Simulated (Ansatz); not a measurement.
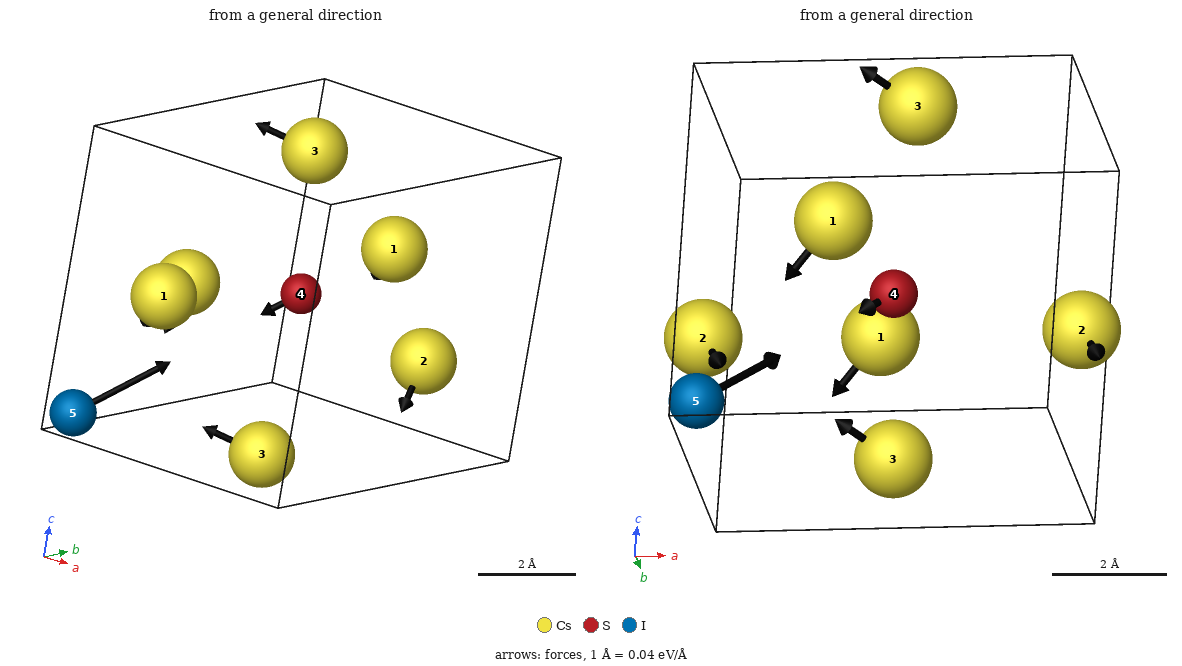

An orthographic spheres-only view of the structure, from two general directions. The wireframe shows the simulation cell. The arrows are the computed forces on the atoms.

System: Cs$_{3}$SI. The numbers come from DFT PBEsol, scalar-relativistic, plane waves, PAW in Ansatz 0.2.0, using an energy cutoff of 420 eV, the zone sampled with 6×6×6 points, Gaussian smearing of 0.02 eV, no spin polarisation.

Question: Are the atoms in equilibrium?

Answer: No. The atoms still feel forces of up to about 0.074 eV/Å, above a usual threshold of 0.01 to 0.03 eV/Å.

Question: Find the atom with the largest force.

Answer: I5, about 0.074 eV/Å.

Question: What is the average force on each element?

Answer: Mean magnitudes: about Cs 0.029 eV/Å, S 0.023 eV/Å, I 0.074 eV/Å.

The model was built from a random cell made by a generator, so it need not be a real form of the compound. Earlier steps of the study may have refined or changed the cell and positions. It went into a calculation with Ansatz.
